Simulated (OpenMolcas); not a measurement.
**C2H4O2Si (SMILES C=C1O[SiH2]O1): the dipole moment, rung by rung**

C2H4O2Si has 9 atoms, charge 0, and is taken as a singlet. SMILES: `C=C1O[SiH2]O1`. Geometry: relaxed at PBE0-D4/def2-TZVP.

Each level gives the dipole moment (D). The values are calculated.

```csv
level,kind,program,value (D),CPU time
HF/cc-pVDZ,Hartree–Fock,OpenMolcas,2.20,14 s
BLYP/cc-pVDZ,GGA,OpenMolcas,2.00,51 s
revPBE/cc-pVDZ,GGA,OpenMolcas,1.99,57 s
M06-L/cc-pVDZ,meta-GGA,OpenMolcas,2.18,72 s
r2SCAN/cc-pVDZ,meta-GGA,OpenMolcas,2.06,60 s
BHLYP/cc-pVDZ,global hybrid,OpenMolcas,2.11,63 s
M06-2X/cc-pVDZ,hybrid meta-GGA,OpenMolcas,2.04,76 s
PBE0/cc-pVDZ,global hybrid,OpenMolcas,2.05,60 s
```

The values span 1.99 to 2.20 D. Magnitudes only. CPU times are rough (shared hosts, several kinds of processor and program).

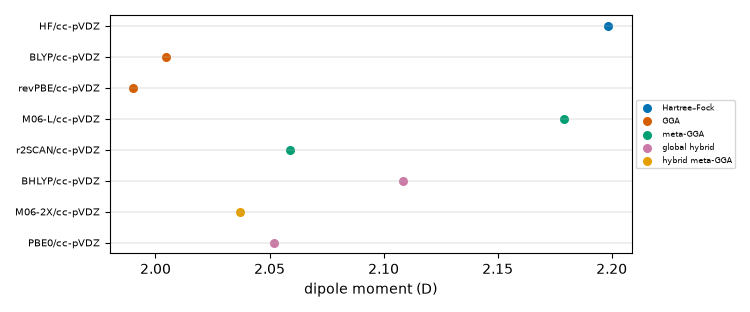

The values of the table, level by level.
